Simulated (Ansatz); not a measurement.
H$_{6}$N$_{2}$Si···H$_{2}$···H$_{2}$O

The calculation's input:

```
crystal:
  periodic: [false, false, false]
  atoms:
    - {symbol: Si, position_ang: [0.645589, 1.282342, -0.457493]}
    - {symbol: H, position_ang: [-2.959929, -0.250462, 1.863456]}
    - {symbol: H, position_ang: [1.344346, 2.335360, -1.247980]}
    - {symbol: H, position_ang: [-0.338703, 1.949685, 0.440909]}
    - {symbol: N, position_ang: [1.872423, 0.340026, 0.253947]}
    - {symbol: H, position_ang: [-0.413827, -1.267663, -0.042481]}
    - {symbol: N, position_ang: [-0.347523, 0.186638, -1.376634]}
    - {symbol: H, position_ang: [-2.342331, -0.642632, 1.704028]}
    - {symbol: O, position_ang: [-0.261306, -1.779476, 0.774986]}
    - {symbol: H, position_ang: [2.754490, 0.743557, 0.518646]}
    - {symbol: H, position_ang: [1.611758, -0.456812, 0.819388]}
    - {symbol: H, position_ang: [-1.289610, 0.490363, -1.578890]}
    - {symbol: H, position_ang: [0.064446, -0.227936, -2.201199]}
    - {symbol: H, position_ang: [-0.339721, -2.702891, 0.529315]}
basis:
  gaussian: {orbitals: def2-TZVPP}
hamiltonian: {xc: pbe0, dispersion: d4}
output: {orbitals: {seedname: orbitals}}
```

Run with:

```sh
ansatz run in.yaml --threads 8 --pin off --events-out ev --progress --plain --max-ram 19148MiB
```

The product side of a reaction path; geometry: PBE0-D4/def2-TZVP.

Method: RKS PBE0-D4/def2-TZVPP in Ansatz.

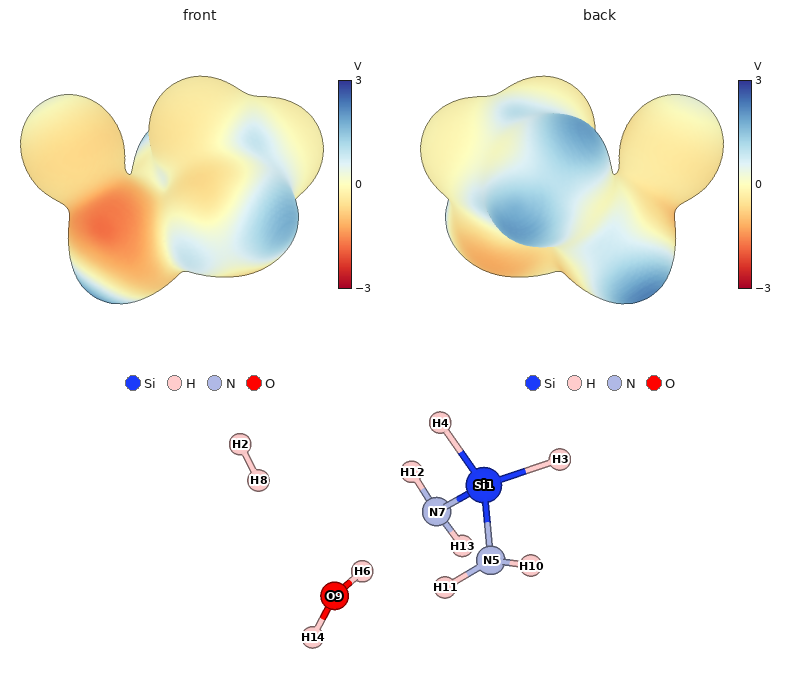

Figure 1. The molecular electrostatic potential painted on the density surface at 0.002 e/bohr³, seen from the front and from behind; red is negative and blue positive. The bare structure is drawn below in the same view.

Question: Describe the electrostatic potential map.

Answer: The most negative region (about −1.7 V, or −39 kcal/mol for a unit charge) lies over O9, the most positive (about +2.1 V, or +48 kcal/mol for a unit charge) over H14. O9 is the likeliest acceptor of a hydrogen bond.

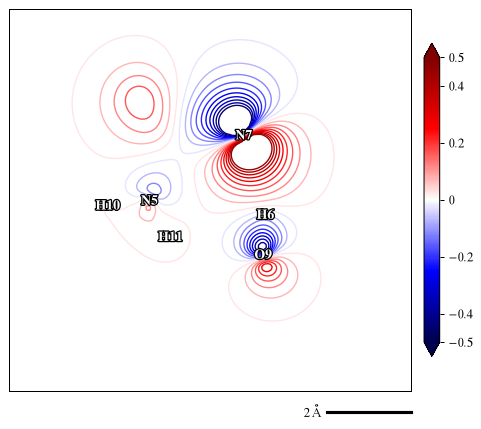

Figure 2. The HOMO−1 on the plane of atoms H10, N5 and H11 (values in Å⁻³ᐟ²; the overall sign is arbitrary).

Question: Describe this orbital and give its energy.

Answer: By Hirshfeld shares it lies mainly on N7 (about 55 %), Si1 (about 10 %), H3 (about 10 %) and O9 (about 5 %). Its energy is −7.94 eV.

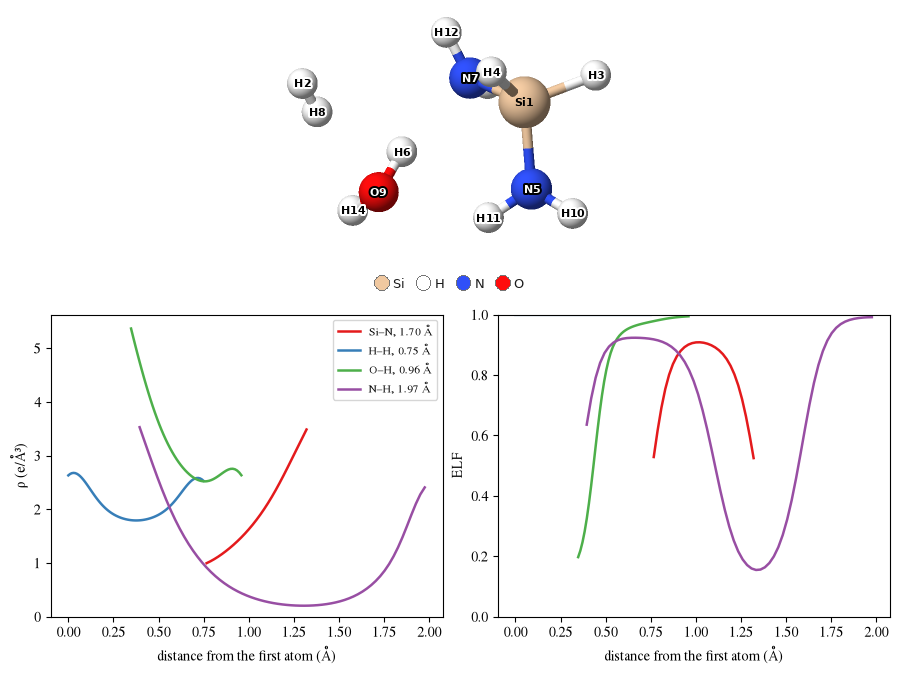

Figure 3. Total electron density and electron localisation function along straight lines between neighbouring atoms. The curves leave out the atomic cores. The structure is drawn too.

Question: What can be read from the curves?

Answer: Si–N (1.70 Å): ρ is about 1.2 e/Å³ halfway; the ELF peaks at about 0.90 between the atoms, as expected for a polar covalent bond.
H–H (0.75 Å): the density is about 1.8 e/Å³ at the midpoint; the ELF is about 1 at the midpoint.
O–H (0.96 Å): ρ at the midpoint is about 3.8 e/Å³; the ELF climbs to about 1 towards the hydrogen, as it does in any bond to H: an ordinary covalent bond to hydrogen.
N7···H6 (1.97 Å): the density falls to about 0.2 e/Å³ on the way; the ELF dips to about 0.15 between them (a closed-shell contact with the geometry of a hydrogen bond).

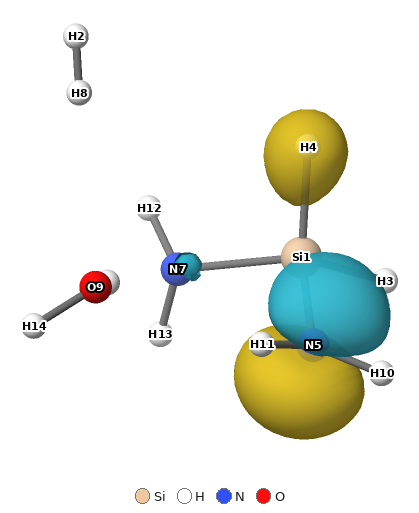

Figure 4. The HOMO at ±0.2 Å⁻³ᐟ² (yellow and cyan are the two phases), seen at an oblique angle.

Question: What is the character of this orbital?

Answer: By Hirshfeld shares it lies mainly on N5 (about 60 %), Si1 (about 15 %) and H4 (about 10 %). Its energy is −7.31 eV.
